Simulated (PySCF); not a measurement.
**C$_{3}$H$_{7}$Si (charge −1): density, localisation and related maps**

```tsv
atom	x (Å)	y (Å)	z (Å)
Si	1.9184	0.2706	0.2293
C	0.0604	0.2907	0.5551
C	-0.9522	0.1939	-0.5459
C	-0.7281	-0.9622	0.3833
H	1.9806	-0.1818	-1.1760
H	2.2058	1.7156	0.0959
H	-0.2407	0.9065	1.4042
H	-1.9019	0.7236	-0.4792
H	-0.5965	0.0971	-1.5656
H	-0.2152	-1.8340	-0.0070
H	-1.5252	-1.2173	1.0800
```

Geometry: GFN2-xTB.

Computed with CAM-B3LYP/def2-SVPD, SCF density, gas phase (PySCF 2.14.0).

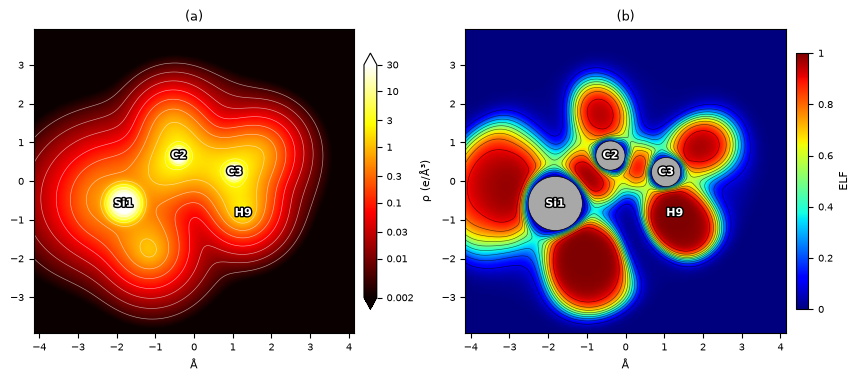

Figure 1. (a) total electron density; (b) ELF on the plane of atoms C2, C3 and H9. Grey discs cover the atomic cores in the ELF map.

Interpret the plot.

Answer.
- The plane passes through Si, C and H nuclei.
- C–C (1.50 Å): ρ at the midpoint is about 1.6 e/Å³; the ELF peaks at about 0.85 between the atoms (a covalent bond).
- C–Si (1.89 Å): ρ at the midpoint is about 0.91 e/Å³; the ELF peaks at about 0.95 between the atoms; a shared electron pair.
- C–H (1.08 Å): ρ at the midpoint is about 2 e/Å³; the ELF climbs to about 1 towards the hydrogen, as it does in any bond to H; an ordinary covalent bond to hydrogen.
- The ELF also peaks beside Si1, away from the bonds: lone-pair regions.

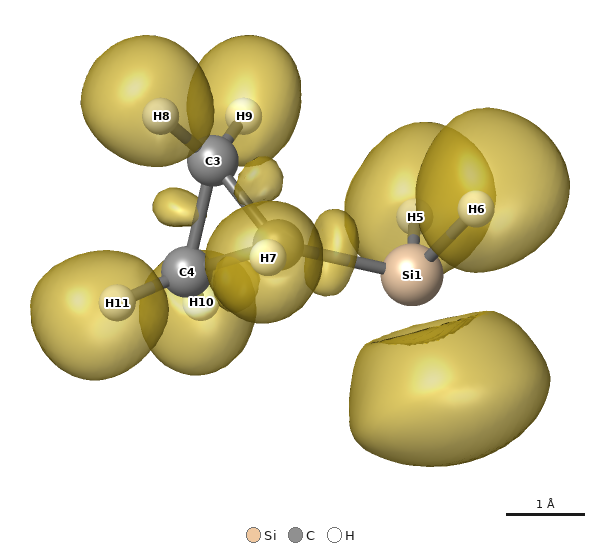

Figure 2. Isosurface of the ELF at 0.85 (yellow), seen from one side. Core shells and regions of very low density are left out.

Identify the bonds, lone pairs and shells in this picture.

Answer. The surface consists of three regions between bonded C–C atoms (shared pairs), one region between bonded C–Si atoms (shared pairs), seven regions around hydrogen nuclei and one lobe on Si, pointing away from the bonds (lone pairs).


C–C (1.49 Å): the ELF peaks at about 0.90 between the atoms, as expected for a shared electron pair.
